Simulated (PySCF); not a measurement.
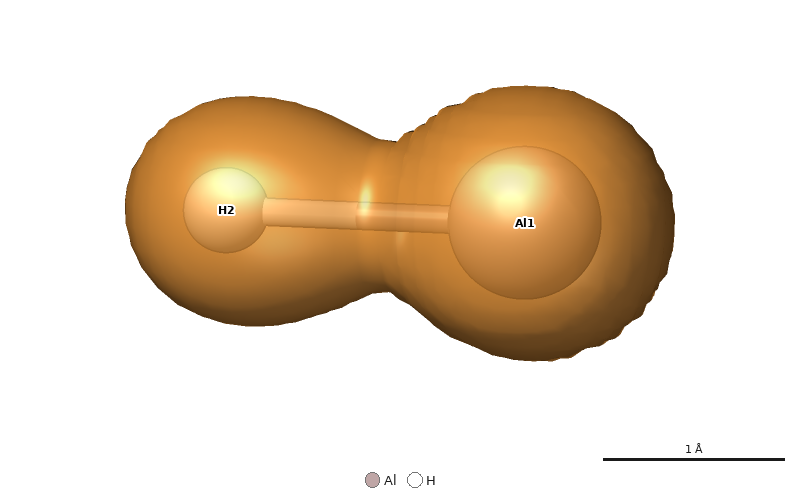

The picture shows: AlH (charge −1, doublet). Isosurface of the total electron density at 0.3 e/Å³ (orange), seen from one side.

These are results of PBE0/aug-pcseg-1, non-relativistic, at a bond length of 1.704 Å (PySCF), not measurements.

```yaml
atoms:
  - { symbol: Al, position_ang: [0.0000, 0.0000, -0.0614] }
  - { symbol: H, position_ang: [0.0000, 0.0000, 1.6426] }
```

> How is the density connected at this value?

At this value the surface is in one piece. It bridges the sampled Al–H (1.70 Å) contact, where the density stays above the isovalue. On the grid the lowest density along these lines, outside the cores, is 0.43 e/Å³ (Al–H, 1.70 Å).
